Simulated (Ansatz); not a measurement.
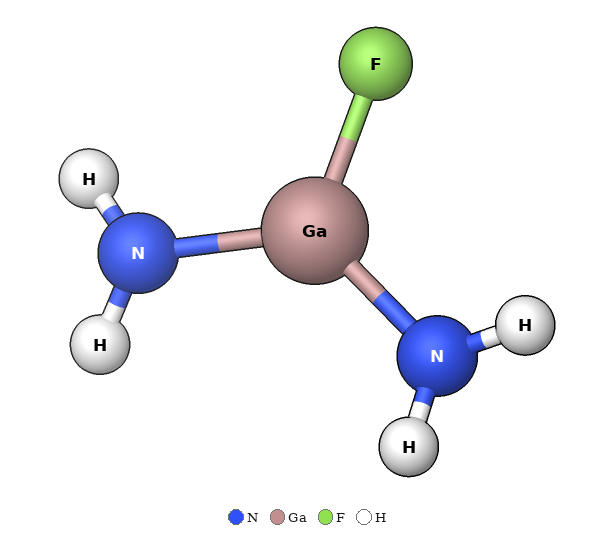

The geometry was computed by an optimisation with PBE0-D4/def2-TZVP. Program: Ansatz 0.2.0.

Tabulate dipole (D), HOMO energy (eV) at these levels: B3LYP-D4/def2-TZVPP; PBE-D4/def2-TZVPP; r2SCAN-D4/def2-TZVPP; ωB97M-V/def2-TZVPP.

```json
{"level": "B3LYP-D4/def2-TZVPP", "dipole (D)": "2.81", "HOMO energy (eV)": "−7.14"}
{"level": "PBE-D4/def2-TZVPP", "dipole (D)": "2.75", "HOMO energy (eV)": "−5.93"}
{"level": "r2SCAN-D4/def2-TZVPP", "dipole (D)": "2.79", "HOMO energy (eV)": "−6.25"}
{"level": "ωB97M-V/def2-TZVPP", "dipole (D)": "2.77", "HOMO energy (eV)": "−9.77"}
```
